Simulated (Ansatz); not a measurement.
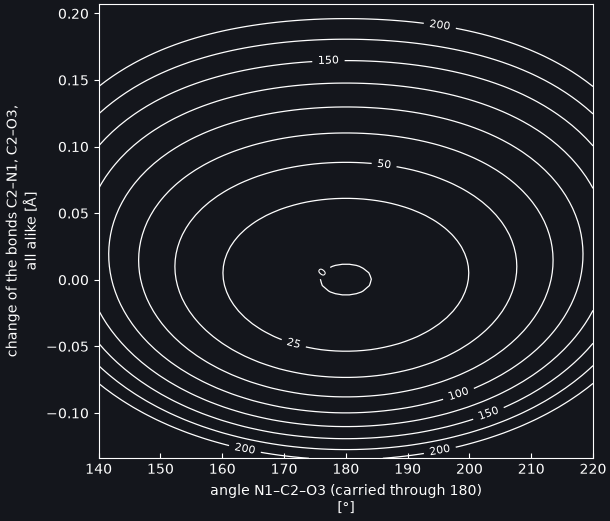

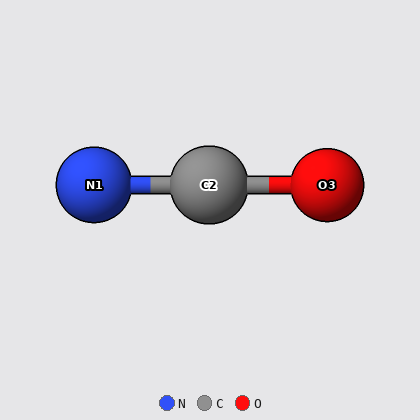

Energy landscape of CNO, SMILES [N-]=C=O, charge −1. 
- Coordinates scanned: (1) angle N1–C2–O3 (carried through 180); (2) change of the bonds C2–N1, C2–O3, all alike.
- Nothing is relaxed (all other coordinates rigid).
- Grid: 15 × 15 points; 120 points were computed and 105 follow by symmetry.
- Points are written as (first, second).
- All energies are given in kJ/mol relative to the lowest grid point.
- The restricted reference is unstable at some or all points, so the energies there are unreliable.
- Method: RHF-MP2, frozen core/def2-TZVPD (Ansatz).

In the figure: contour lines labelled in kJ/mol (none above 200). Between grid points the surface is interpolated. The second picture is the structure at the lowest point.

Describe this landscape.

Answer. The lowest grid point is at (180.0°, 0.012 Å). It is the only kind of minimum in the scanned range. The highest grid point, (140.0°, −0.134 Å), lies 365 kJ/mol above the lowest. Round the minimum the two coordinates are nearly uncoupled.

The whole map (120 points run) took 6.4 min on 1 thread of Arm Neoverse V1, on a shared host.
